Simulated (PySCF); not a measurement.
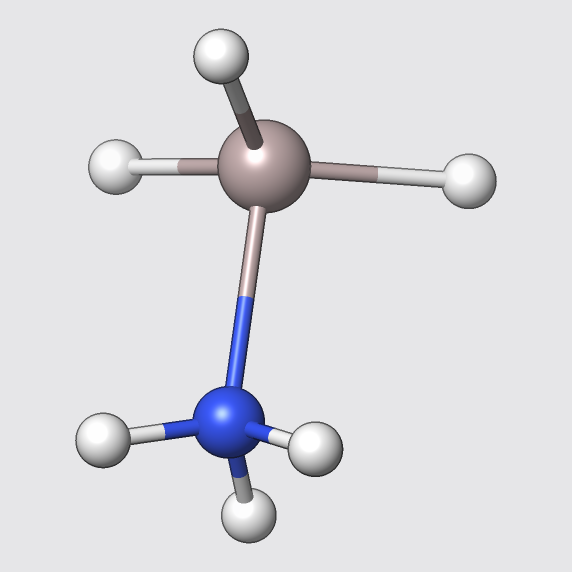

The picture shows a molecular structure as a ball-and-stick model. Colours: aluminium light grey, nitrogen blue, hydrogen white.

Computed geometry: PBE0-D3(BJ)/def2-SVP optimisation. No frequency run is at hand to confirm it as a minimum.

**Give the formula.**

AlH6N, 8 atoms: 1 aluminium, 6 hydrogen and 1 nitrogen.

**How many bonds of each kind are drawn?**

3 Al–H, 3 N–H, 1 Al–N. Sticks follow a distance rule.

More results for the same structure follow; atom numbers are the same in all pictures, views and colours differ.

**Excitation**

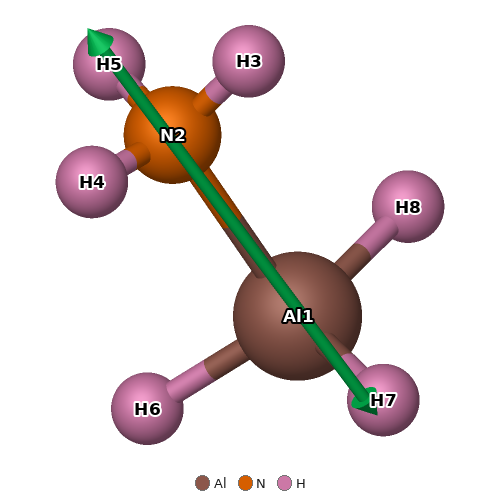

The double arrow shows the direction of the transition dipole to excited singlet state 6 (its length means nothing). No frequency run is at hand to confirm it as a minimum. Properties computed with TDDFT ωB97X-D/def2-SVPD, vertical, gas phase, core orbitals frozen in the response (PySCF 2.14.0).

**How is the transition polarised?**

Nearly parallel to the Al1–N2 bond.

**Give its energy, strength and character.**

8.24 eV (150 nm), oscillator strength 0.075, of mixed character, with the largest part HOMO → LUMO+2 (weight 0.35); transition dipole 1.55 D.

**NMR shielding**

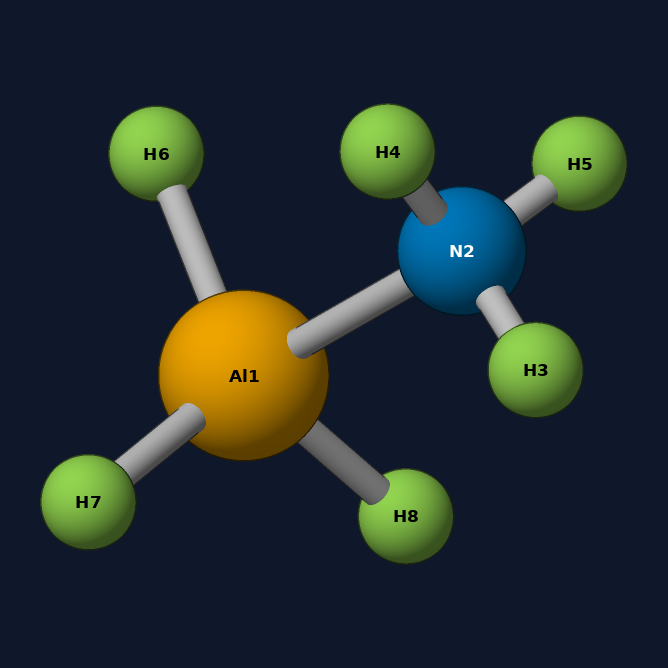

No frequency run is at hand to confirm it as a minimum. Level of theory: GIAO B3LYP/pcSseg-1 (pcSseg-2 on Al) NMR shielding, non-relativistic, gas phase (PySCF 2.14.0). Principal shieldings σ11 ≤ σ22 ≤ σ33, span Ω = σ33 − σ11, skew κ = 3(σiso − σ22)/Ω.

Give the shielding tensors of the N atoms.

| atom | σ11 | σ22 | σ33 | σiso | Ω | κ |
| --- | --- | --- | --- | --- | --- | --- |
| N2 | 216.8 | 238.4 | 238.4 | 231.2 | 21.6 | −1.00 |

Shieldings and span in ppm.

**Core levels**

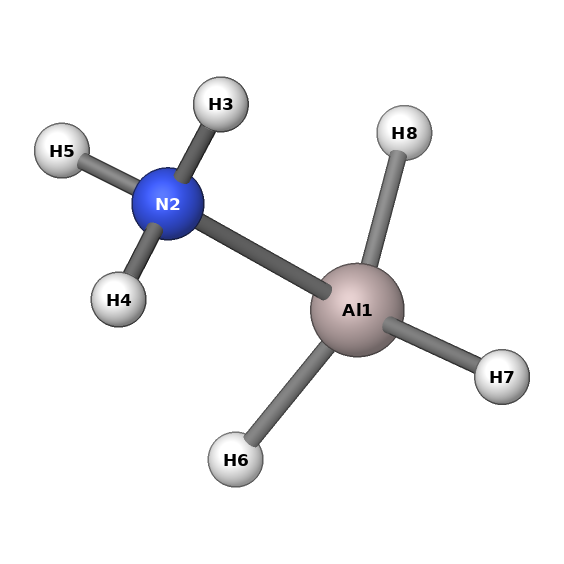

No frequency run is at hand to confirm it as a minimum. Properties computed with delta-SCF UKS SCAN, pcX-2 on the ionised atom (unc-x2c-TZVPall on a metal), pcseg-1 elsewhere, spin-free X2C (PySCF 2.14.0).

Give the core-electron binding energies (to vacuum; p and d levels without spin–orbit splitting) of Al1 1s, Al1 2p, N2 1s.

| atom | level | binding energy (eV) |
| --- | --- | --- |
| Al1 | 1s | 1565.6 |
| Al1 | 2p | 79.2 |
| N2 | 1s | 407.9 |
